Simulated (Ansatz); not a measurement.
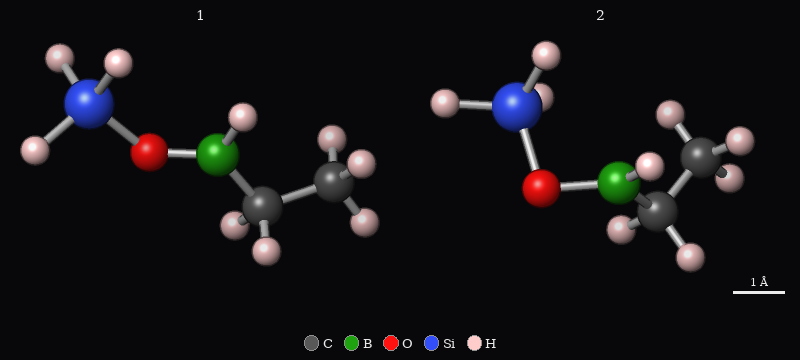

Two geometries of C$_{2}$H$_{9}$BOSi (coarse preliminary run), drawn at one scale. One is the start of a relaxation, the other its converged end. Style: ball-and-stick. Shown from a free direction.

These are results of RKS PBE-D4/def2-SVP in Ansatz 0.2.0, not measurements. Set-up: force threshold 0.03 eV/Å; at most 200 steps.

Q: Which geometry has the lower energy?

A: Structure 1 is the relaxed one. The start comes from a force field. The atom that moves furthest after the best rigid fit is an H atom (1.89 Å). By element the largest moves are H 1.89 Å, O 1.19 Å, B 0.86 Å, C 0.81 Å, Si 0.66 Å. Among the contacts that change: B–O 1.541 → 1.367 Å, H–Si 1.424 → 1.501 Å, C–H 1.184 → 1.109 Å, O–Si 1.768 → 1.697 Å. Bond angles that change, for instance: B–O–Si 101.0° → 130.8°, C–C–B 108.4° → 115.5°, B–C–H 109.7° → 104.2°. Groups turn about B–O by about 90°, O–Si by about 50°, B–C by about 20°. The energy falls by 29.0 kcal/mol in 24 accepted moves (27 points after the start). Largest force component: 4 eV/Å at the start, 0.03 eV/Å at the end. The line search rejected the trial steps at points 14, 19, 26 of the run. The forces were under the threshold at step 21, but the run went on from there. The run took of the order of 2.5 core-minutes on a shared host.
